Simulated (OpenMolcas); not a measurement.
# Energy and gradient calculation of CH5Ge (part 1 of 4)

CH5Ge, multiplicity 2, computed with B3LYP/6-31G*, UKS (OpenMolcas 26.06).

The geometry comes from this level: PBE0-D4/def2-TZVP.

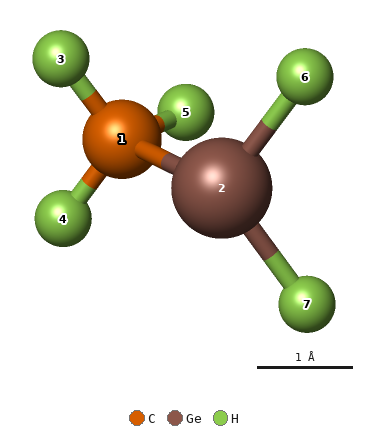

**Figure 1.** The structure as given in the input (ball-and-stick view, seen at a tilt; atoms are numbered from 1 in the order of the input). Sticks mark near contacts. Bond lengths as drawn: C–Ge 1.96 Å, C–H 1.09 Å and Ge–H 1.55 Å.

## Input
```
* CH5Ge Kohn-Sham DFT
&GATEWAY
BasLib = $CurrDir
Coord
7
angstrom
C       -0.247600      -0.809300      -0.206400
Ge       0.396000       0.824800       0.663000
H       -1.153200      -1.166400       0.283800
H        0.513100      -1.588100      -0.157000
H       -0.473200      -0.603400      -1.255600
H       -0.673100       1.940800       0.621200
H        1.699200       1.333700       0.005300
Basis = 6-31Gs
Group = NoSym
&SEWARD
GridInput
Grid=UltraFine
End of Grid
&SCF
UHF
Spin = 2
KSDFT = B3LYP
Thresholds = 1e-10 1e-07 1e-07 1e-05
PrOrbitals = 0
&ALASKA
```

Run as:
```bash
export MOLCAS_MEM=1860
pymolcas run.inp > run.log
```

## Output
```
--- Start Module: gateway ---

                                              &GATEWAY

                       available to each process: 1.9 GB of memory, 1 thread

 Basis Set     1 Label: C.6-31GS
 Basis set is read from library:.
 basistype.tbl is not found

 Basis Set     2 Label: GE.6-31GS
 Basis set is read from library:.
 basistype.tbl is not found

 Basis Set     3 Label: H.6-31GS
 Basis set is read from library:.
 basistype.tbl is not found

++    Symmetry information:
      ---------------------

                    Character Table for C1

                             E
                    a        1  x, y, xy, Rz, z, xz, Ry, yz, Rx, I
--

++    Basis set information:
      ----------------------

      Basis set label: C.6-31GS.........

      Electronic valence basis set:
      ------------------
      Associated Effective Charge   6.000000 au
      Associated Actual Charge      6.000000 au
      Nuclear Model: Point charge

      Shell  nPrim  nBasis  Cartesian Spherical Contaminant
         s      10       3        X
         p       4       2        X
         d       1       1                 X

      Basis set label: GE.6-31GS.........

      Electronic valence basis set:
      ------------------
      Associated Effective Charge  32.000000 au
      Associated Actual Charge     32.000000 au
      Nuclear Model: Point charge

      Shell  nPrim  nBasis  Cartesian Spherical Contaminant
         s      22       5        X
         p      16       4        X
         d       5       3                 X

      Basis set label: H.6-31GS.........

      Electronic valence basis set:
      ------------------
      Associated Effective Charge   1.000000 au
      Associated Actual Charge      1.000000 au
      Nuclear Model: Point charge

      Shell  nPrim  nBasis  Cartesian Spherical Contaminant
         s       4       2        X
--

++    Molecular structure info:
      -------------------------

                    ************************************************
                    **** Cartesian Coordinates / bohr, angstrom ****
                    ************************************************

     Center  Label                x              y              z                     x              y              z
        1      C1              -0.467896      -1.529355      -0.390039             -0.247600      -0.809300      -0.206400
        2      GE2              0.748332       1.558646       1.252888              0.396000       0.824800       0.663000
        3      H3              -2.179232      -2.204177       0.536304             -1.153200      -1.166400       0.283800
        4      H4               0.969618      -3.001074      -0.296687              0.513100      -1.588100      -0.157000
        5      H5              -0.894218      -1.140261      -2.372740             -0.473200      -0.603400      -1.255600
        6      H6              -1.271975       3.667580       1.173898             -0.673100       1.940800       0.621200
        7      H7               3.211023       2.520328       0.010016              1.699200       1.333700       0.005300

                    ***************************************
                    *    InterNuclear Distances / bohr    *
                    ***************************************

               1 C1            2 GE2           3 H3            4 H4            5 H5            6 H6
    1 C1       0.000000
    2 GE2      3.703265        0.000000
    3 H3       2.059652        4.821095        0.000000
    4 H4       2.059398        4.820913        3.353234        0.000000
    5 H5       2.065005        4.809080        3.353463        3.353582        0.000000
    6 H6       5.486400        2.921555        5.975548        7.187372        5.986374        0.000000
    7 H7       5.485838        2.921372        7.186986        5.966895        5.994200        4.771590

               7 H7
    7 H7       0.000000

                    *******************************************
                    *    InterNuclear Distances / angstrom    *
                    *******************************************

               1 C1            2 GE2           3 H3            4 H4            5 H5            6 H6
    1 C1       0.000000
    2 GE2      1.959684        0.000000
    3 H3       1.089921        2.551214        0.000000
    4 H4       1.089786        2.551117        1.774455        0.000000
    5 H5       1.092754        2.544856        1.774576        1.774639        0.000000
    6 H6       2.903278        1.546020        3.162124        3.803393        3.167853        0.000000
    7 H7       2.902981        1.545923        3.803189        3.157545        3.171994        2.525017

               7 H7
    7 H7       0.000000

                    **************************************
                    *    Valence Bond Angles / degree    *
                    **************************************
                          Atom centers                 Phi
                      3 H3       1 C1       4 H4       108.99
                      3 H3       1 C1       5 H5       108.79
                      4 H4       1 C1       5 H5       108.80
                      6 H6       2 GE2      7 H7       109.50
--

            Nuclear Potential Energy            106.65304436 au

--- Stop Module: gateway /rc=_RC_ALL_IS_WELL_ ---

--- Start Module: seward ---

                                              &SEWARD

                       available to each process: 1.9 GB of memory, 1 thread

               SEWARD will generate:
                  Multipole Moment integrals up to order  2
                  Kinetic Energy integrals
                  Nuclear Attraction integrals (point charge)
                  One-Electron Hamiltonian integrals
                  Velocity integrals
                  Orbital angular momentum around (  0.5446   1.0632   0.9562 )
                  Velocity quadrupole around (  0.5446   1.0632   0.9562 )
                  Two-Electron Repulsion integrals

                   Integrals are discarded if absolute value <: 1.00E-14
                   Integral cutoff threshold is set to       <: 1.00E-16

            Nuclear Potential Energy            106.65304436 au

      Basis set specifications :
      Symmetry species         a
      Basis functions           56

--- Stop Module: seward /rc=_RC_ALL_IS_WELL_ ---
--- Module seward spent 1 second ---

--- Start Module: scf ---

                                                &SCF

                       available to each process: 1.9 GB of memory, 1 thread

++    Input section:
      --------------

      Header of the integral files:

      Cartesian coordinates in angstrom:
      -----------------------------------------------------
      No.  Label        X            Y            Z
      -----------------------------------------------------
       1   C1        -0.24760000  -0.80930000  -0.20640000
       2   GE2        0.39600000   0.82480000   0.66300000
       3   H3        -1.15320000  -1.16640000   0.28380000
       4   H4         0.51310000  -1.58810000  -0.15700000
       5   H5        -0.47320000  -0.60340000  -1.25560000
       6   H6        -0.67310000   1.94080000   0.62120000
       7   H7         1.69920000   1.33370000   0.00530000
      -----------------------------------------------------
      Nuclear repulsion energy =  106.65304436
--

++    Orbital specifications:
      -----------------------

      Symmetry species               1
                                     a
      Frozen orbitals                0
      Occupied orbitals alpha       22
      Occupied orbitals beta        21
      Secondary orbitals alpha      34
      Secondary orbitals beta       35
      Deleted orbitals               0
      Total number of orbitals      56
      Number of basis functions     56
--

      Molecular charge                           0.000

      Numerical integration parameters
      --------------------------------
      Radial quadrature type:                         MHL
      Size of radial grid:                            99
      Lebedev angular grid:                           41
      Angular grid pruned with the crowding factor:  1.00E+10
                                 and fading factor:  1.00E+01
      Screening threshold for integral computation:   1.00E-11
      Radial quadrature accuracy:                     1.00E-25
      Maximum batch size:                             128
      AO values are stored on disk
      The same grid will be used for all iterations.

      DFT functional specifications
      -----------------------------
      Using Libxc version: 6.2.2
      Please cite the following reference:
      S. Lehtola, C. Steigemann, M. J.T. Oliveira, and M. A.L. Marques.,  SoftwareX 7, 1–5 (2018) doi:10.1016/j.softx.2017.11.002

      * B3LYP

++    Optimization specifications:
      ----------------------------

      SCF Algorithm: Conventional USCF
      D(i)-D(i-1) density differences are used
      Number of density matrices in core                 5
      Maximum number of NDDO SCF iterations            400
      Maximum number of HF SCF iterations              400
      Threshold for SCF energy change             1.00E-10
      Threshold for density matrix                1.00E-07
      Threshold for Fock matrix                   1.00E-07
      Threshold for linear dependence             1.00E-09
      Threshold at which DIIS is turned on        1.50E-01
      Maximum depth in the DIIS procedure                5
      Maximum depth in the BFGS Hessian update          30
      Threshold at which QNR/C2DIIS is turned on  7.50E-02
      Threshold for Norm(delta) (QNR/C2DIIS)      1.00E-05
      All orbitals punched on: UHFORB
--

      Input vectors read from INPORB
      Orbital file label: *Guess orbitals

++ Convergence information
                               UHF B3LYP      iterations: Energy and convergence statistics

Iter     Tot. B3LYP      One-elec.       Two-elec.     Energy      Max Dij or  Max Fij      DNorm      TNorm      AccCon     Time
         Energy          Energy          Energy        Change      Delta Norm                                                in Sec.

 The total and one-electron energies are shifted by a value of      2000. a.u.

   1  -117.662433336 -1225.462867850  1001.147390153   0.00E+00    2.37E-01*   1.94E-01*    9.78E+00   3.03E+02   None         2.
   2  -117.777695936 -1233.136413740  1008.705673443  -1.15E-01*   2.12E-01*   5.79E-02*    1.68E+00   3.04E+02   EDIIS        1.
   3  -117.753760990 -1226.450460057  1002.043654706   2.39E-02*   6.12E-02*   2.50E-02*    1.33E+00   3.03E+02   EDIIS        1.
   4  -117.829209658 -1229.361638129  1004.879384111  -7.54E-02*   2.54E-02*   7.46E-03*    3.15E-01   3.03E+02   c2DIIS       1.
   5  -117.829542008 -1230.147948378  1005.665362010  -3.32E-04*   5.91E-02*   4.88E-03*    1.43E-01   3.03E+02   QNRc2DIIS    1.
   6  -117.829558529 -1229.484726364  1005.002123474  -1.65E-05*   2.75E-02*   3.92E-03*    1.04E-01   3.03E+02   QNRc2DIIS    1.
   7  -117.829795817 -1229.819228724  1005.336388546  -2.37E-04*   4.72E-03*   9.96E-04*    4.38E-02   3.03E+02   QNRc2DIIS    1.
   8  -117.829803318 -1229.827521558  1005.344673880  -7.50E-06*   4.61E-04*   1.33E-04*    7.31E-03   3.03E+02   QNRc2DIIS    1.
   9  -117.829803372 -1229.817157984  1005.334310252  -5.45E-08*   1.26E-04*   6.17E-05*    6.32E-04   3.03E+02   QNRc2DIIS    1.
  10  -117.829803383 -1229.820943453  1005.338095710  -1.07E-08*   4.24E-05*   3.99E-06*    2.01E-04   3.03E+02   QNRc2DIIS    1.
  11  -117.829803383 -1229.820666502  1005.337818758  -3.51E-10*   1.32E-05*   7.96E-07*    7.27E-05   3.03E+02   QNRc2DIIS    1.
  12  -117.829803383 -1229.820660185  1005.337812441  -1.73E-11    3.03E-06    3.10E-07*    2.12E-05   3.03E+02   QNRc2DIIS    1.
  13  -117.829803383 -1229.820657054  1005.337809311  -2.27E-12    9.28E-07    7.06E-08     4.50E-06   3.03E+02   QNRc2DIIS    1.

       Convergence after  13 Iterations
--

 *****************************************************************************************************************************
 *                                             SCF/KS-DFT Program, Final results                                             *
 *                                                       Final Results                                                       *
 *****************************************************************************************************************************

::    Total KS-DFT energy                           -2117.8298033830
      One-electron energy                           -3229.8206570543
      Two-electron energy                            1005.3378093109
      Nuclear repulsion energy                        106.6530443604
      Kinetic energy (interpolated)                  2114.2465479705
      Virial theorem                                    1.0016948144
      Total spin, S(S+1)                                0.7509620212
      Total spin, S                                     0.5004808950
      Max non-diagonal density matrix element           0.0000004146
      Max non-diagonal Fock matrix element              0.0000000202

      No orbitals printed
      No orbitals printed

++    Molecular charges:
      ------------------

      Mulliken charges per centre
      ---------------------------

                            C1                      GE2                     H3                      H4                      H5                      H6
                     alpha        beta       alpha        beta       alpha        beta       alpha        beta       alpha        beta       alpha        beta
      Total        3.2881      3.2585     16.4643     15.5684      0.4130      0.4146      0.4130      0.4146      0.4232      0.4010      0.4993      0.4714
      Total              6.5466                 32.0327                  0.8276                  0.8276                  0.8242                  0.9707

      Charge           -0.5466                 -0.0327                  0.1724                  0.1724                  0.1758                  0.0293

                            H7
                     alpha        beta
      Total        0.4993      0.4714
      Total              0.9707

      Charge            0.0293

      Total electronic charge=   43.000000

      Total            charge=   -0.000000
--

++    Molecular orbitals:
      -------------------

      Title: Natural orbitals

      Molecular orbitals for symmetry species 1: a

          Orbital            1         2         3         4         5         6         7         8         9        10
          Energy         -398.7196  -49.7973  -44.3213  -44.3207  -44.3204  -10.1677   -6.2053   -4.3890   -4.4051   -4.3886
          Occ. No.          2.0000    2.0000    2.0000    2.0000    2.0000    2.0000    2.0000    2.0000    2.0000    2.0000
```
